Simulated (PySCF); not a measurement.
# C₉H₁₀Se: magnetic properties

What do calculations give for the magnetic properties of C₉H₁₀Se (`C=Cc1ccc([Se]C)cc1`)?

Computed with PySCF 2.14.0 and routines of our own; the level stands in each step. Atoms count from 0.

## (1) The system as given

20 atoms, charge 0, multiplicity 1; geometry from: GFN2-xTB.

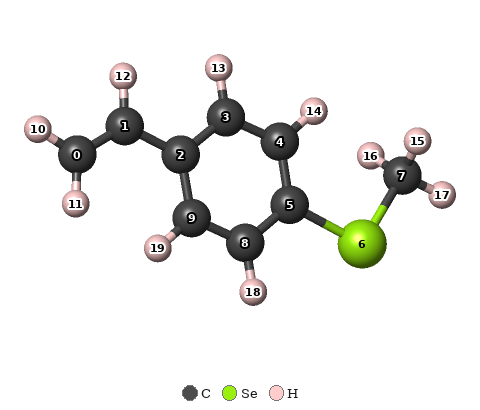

The starting geometry (carbon dark grey, selenium green, hydrogen pink).

## (2) Magnetic properties: GIAO PBE/pcSseg-1

The job: settings as JSON, then the geometry in Å.

```
{"job": {"kind": "mag", "xc": "PBE", "basis": "pcSseg-1", "isotopologues": 0}, "charge": 0, "multiplicity": 1}
C      3.930419     0.102167    -0.430058
C      2.797155     0.789444    -0.344049
C      1.448183     0.245103    -0.277618
C      0.367833     1.124508    -0.191150
C     -0.933309     0.668038    -0.120762
C     -1.185598    -0.695863    -0.128857
Se    -2.944533    -1.444861    -0.021415
C     -4.018535     0.136528     0.374156
C     -0.120913    -1.589079    -0.223614
C      1.173181    -1.125245    -0.297821
H      4.883615     0.600428    -0.473850
H      3.961217    -0.973300    -0.460041
H      2.844676     1.871831    -0.317555
H      0.551666     2.190317    -0.179889
H     -1.742331     1.380190    -0.060883
H     -4.013337     0.813091    -0.477107
H     -3.632136     0.623110     1.266445
H     -5.030103    -0.217737     0.554728
H     -0.324043    -2.652046    -0.235976
H      1.981745    -1.835945    -0.367419
```

Method: GIAO PBE/pcSseg-1 magnetisability, rotational g tensor and spin-rotation constants, non-relativistic, gas phase.

Command:

```
$ OMP_NUM_THREADS=1 python excited_run.py task.json out
```

The driver reads the jobs from task.json and runs them one after another.

The log of the run:

```text
coarse grid: 78672 points
cycle   1  E = -2749.2678354237  dE =  2.307e-01  |g| = 1.036e+00  |ddm| = 4.814e+00
cycle   2  E = -2749.1013677367  dE =  1.665e-01  |g| = 1.188e+00  |ddm| = 1.828e+00
cycle   3  E = -2749.3626435578  dE = -2.613e-01  |g| = 3.298e-01  |ddm| = 1.610e+00
cycle   4  E = -2749.3916341963  dE = -2.899e-02  |g| = 1.476e-01  |ddm| = 6.754e-01
cycle   5  E = -2749.3975543858  dE = -5.920e-03  |g| = 6.543e-02  |ddm| = 2.241e-01
cycle   6  E = -2749.3987052476  dE = -1.151e-03  |g| = 1.946e-02  |ddm| = 8.583e-02
cycle   7  E = -2749.3987901982  dE = -8.495e-05  |g| = 5.162e-03  |ddm| = 2.096e-02
cycle   8  E = -2749.3987953358  dE = -5.138e-06  |g| = 2.762e-03  |ddm| = 8.323e-03
final grid: 167672 points
cycle   9  E = -2749.3987828048  dE =  7.782e-06  |g| = 5.940e-03  |ddm| = 9.943e-03
cycle  10  E = -2749.3987328996  dE =  4.991e-05  |g| = 1.433e-02  |ddm| = 2.216e-02
cycle  11  E = -2749.3987918534  dE = -5.895e-05  |g| = 1.665e-03  |ddm| = 1.650e-02
cycle  12  E = -2749.3987925554  dE = -7.020e-07  |g| = 2.552e-04  |ddm| = 1.858e-03
cycle  13  E = -2749.3987925714  dE = -1.599e-08  |g| = 5.657e-05  |ddm| = 3.163e-04
cycle  14  E = -2749.3987925723  dE = -9.268e-10  |g| = 7.944e-06  |ddm| = 6.339e-05
converged SCF energy = -2749.3987925723

Magnetisability tensor (1e-30 J/T^2)
    -1492.79       10.88      -62.28
       10.88    -1353.56       26.46
      -62.28       26.46    -2408.77
isotropic -1751.71   principal values   -2413.68  -1489.17  -1352.26
isotropic susceptibility -105.490 1e-6 cm^3/mol

Inertial axes            a          b          c
rot. const./GHz      3.4744     0.4132     0.3706
chi total           -88.964    -82.268   -145.239
chi diamagnetic    -504.310  -2858.042  -3205.221
chi paramagnetic    415.346   2775.774   3059.982
quadrupole/D A        5.438      7.081    -12.519
g nuclear            0.6147     0.5299     0.5377
g electronic        -0.6780    -0.5389    -0.5328
g total             -0.0633    -0.0090     0.0049

Spin-rotation constants (kHz, H = +C I.J)
atom  isotope        aa         bb         cc
 10     1H        0.297     -0.039     -0.042
 11     1H       -0.292      0.035     -0.042
 12     1H       -0.242      0.034     -0.042
 13     1H       -0.240      0.034     -0.040
 14     1H       -0.118      0.018     -0.040
 15     1H       -0.306     -0.029     -0.008
 16     1H       -0.260     -0.036     -0.009
 17     1H        0.090     -0.045     -0.042
 18     1H       -0.238      0.034     -0.039
 19     1H       -0.098      0.020     -0.038
  0    13C*       1.359      0.149      0.046
  1    13C*       1.429      0.179      0.062
  2    13C*       1.660      0.164      0.041
  3    13C*       1.298      0.189      0.054
  4    13C*       1.332      0.182      0.043
  5    13C*       1.707      0.168      0.058
  6   77Se*       4.428      0.919      0.742
  7    13C*       0.498      0.056      0.056
* in the singly substituted isotopologue
```

Wall time 4.3 min (1 thread of Intel Xeon at 2.50GHz, shared host); peak memory 0.97 GiB.

From this job:

```csv
quantity,value
magnetisability,-1752·10⁻³⁰ J/T²
molar susceptibility,-105.5·10⁻⁶ cm³/mol
"rotational g (a, b, c)","-0.0633, -0.0090, 0.0049"
```

## (3) Magnetic properties: GIAO B97-2/def2-SVP in acetone

Settings changed since step 2:

```diff
@@ -1,2 +1,2 @@
-{"job": {"kind": "mag", "xc": "PBE", "basis": "pcSseg-1", "isotopologues": 0}, "charge": 0, "multiplicity": 1}
+{"job": {"kind": "mag", "xc": "B97-2", "basis": "def2-SVP", "solvent": "acetone", "scf": {"aux": "def2-qzvpp-jkfit"}}, "charge": 0, "multiplicity": 1}
 C      3.930419     0.102167    -0.430058
```

Level: GIAO B97-2/def2-SVP magnetisability, non-relativistic, IEF-PCM acetone.

The log of the run:

```text
final grid: 167672 points
cycle   1  E = -2750.4439960363  dE =  5.054e-01  |g| = 3.649e-01  |ddm| = 5.443e+00
cycle   2  E = -2750.4494462172  dE = -5.450e-03  |g| = 3.523e-01  |ddm| = 9.088e-01
cycle   3  E = -2750.4830781974  dE = -3.363e-02  |g| = 5.970e-02  |ddm| = 4.238e-01
cycle   4  E = -2750.4837958481  dE = -7.177e-04  |g| = 3.342e-02  |ddm| = 1.098e-01
cycle   5  E = -2750.4840751086  dE = -2.793e-04  |g| = 9.110e-03  |ddm| = 4.094e-02
cycle   6  E = -2750.4840956006  dE = -2.049e-05  |g| = 2.329e-03  |ddm| = 1.329e-02
cycle   7  E = -2750.4840967091  dE = -1.108e-06  |g| = 7.702e-04  |ddm| = 3.311e-03
cycle   8  E = -2750.4840968597  dE = -1.507e-07  |g| = 1.506e-04  |ddm| = 9.476e-04
cycle   9  E = -2750.4840968652  dE = -5.446e-09  |g| = 6.033e-05  |ddm| = 2.545e-04
cycle  10  E = -2750.4840968661  dE = -9.459e-10  |g| = 1.345e-05  |ddm| = 7.484e-05
converged SCF energy = -2750.4840968661

Magnetisability tensor (1e-30 J/T^2)
    -1505.94        9.25      -64.36
        9.25    -1365.43       26.34
      -64.36       26.34    -2490.04
isotropic -1787.13   principal values   -2494.87  -1502.16  -1364.38
isotropic susceptibility -107.624 1e-6 cm^3/mol

Inertial axes            a          b          c
rot. const./GHz      3.4744     0.4132     0.3706
chi total           -89.798    -82.968   -150.105
chi diamagnetic    -500.765  -2854.282  -3200.261
chi paramagnetic    410.967   2771.313   3050.156
quadrupole/D A        6.362      7.639    -14.001
```

Wall time 2.4 min (1 thread of Intel Xeon at 2.50GHz, shared host); peak memory 1.2 GiB.

In short:

| quantity | value |
| --- | --- |
| magnetisability | -1787·10⁻³⁰ J/T² |
| molar susceptibility | -107.6·10⁻⁶ cm³/mol |

## (4) Outcome

```
                                          quantity                     value
       magnetisability (step 2, GIAO PBE/pcSseg-1)          -1752·10⁻³⁰ J/T²
  molar susceptibility (step 2, GIAO PBE/pcSseg-1)       -105.5·10⁻⁶ cm³/mol
rotational g (a, b, c) (step 2, GIAO PBE/pcSseg-1)  -0.0633, -0.0090, 0.0049
```

**Reading.** Steps that list no spin-orbit terms leave them out, which matters at and beside the heavy atoms. Vibrational averaging and real surroundings are missing from these values.
